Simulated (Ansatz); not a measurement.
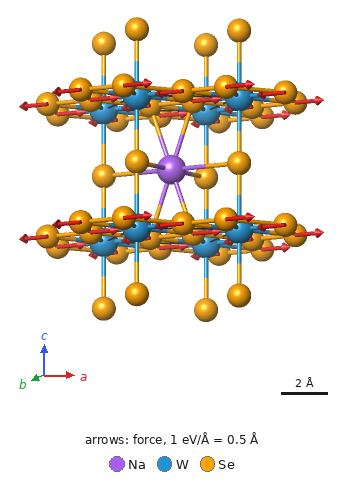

Starting geometry of a crystal of NaWSe$_{3}$ (a generated structure, set up in Cmmm) (coarse preliminary run) with the computed forces as red arrows. Style: ball-and-stick. Shown: the cell of the calculation, from a free direction.

Computed with Ansatz, DFT PBE, scalar-relativistic, plane waves, PAW. Settings: plane-wave cutoff 420 eV; k-point mesh 4 × 4 × 4; occupations gaussian; smearing width 0.1 eV; collinear spin; cell and atoms relaxed; force threshold 0.04 eV/Å; at most 70 steps.

> Is this structure relaxed? If not, where do the atoms go?

It isn't relaxed: the largest force vector, on Se atoms, is 3.04 eV/Å. The atoms end up moving mostly along the starting forces (cosine between the two patterns 1.00). The energy falls by 486 meV per atom in 7 accepted moves (8 points after the start). Largest force component: 3 eV/Å at the start, 0.0024 eV/Å at the end. Pressure: 3.45 GPa at the start and 0.15 GPa at the end. The SCF was repeated once at an unchanged geometry on a basis and grid sized afresh for the cell, which shifted the energy by 0.7 meV per atom at most. The largest moves relative to the cell, 0.15 Å, are those of Se atoms. Na and W stay in place. Cell: a = b 4.532 → 4.904 Å (+8.2 %), c 5.912 → 4.924 Å (−16.7 %), γ 103.7° → 115.1°. Volume −9.1 %. Among the contacts that change: Se–Se 2.271 → 2.942 Å, Na–Se 3.564 → 4.139 Å, Se–W 2.956 → 2.462 Å, Na–Se 3.166 → 2.868 Å. Bond angles that change, for instance: Se–Na–Se 138.0° → 118.3°, Na–Se–Na 138.0° → 118.3°, W–Se–W 135.9° → 121.6°. The space group stays Cmmm (No. 65). Cost: 3.4 min on 1 thread of Arm Neoverse V1 (shared host), peak memory 0.51 GiB.
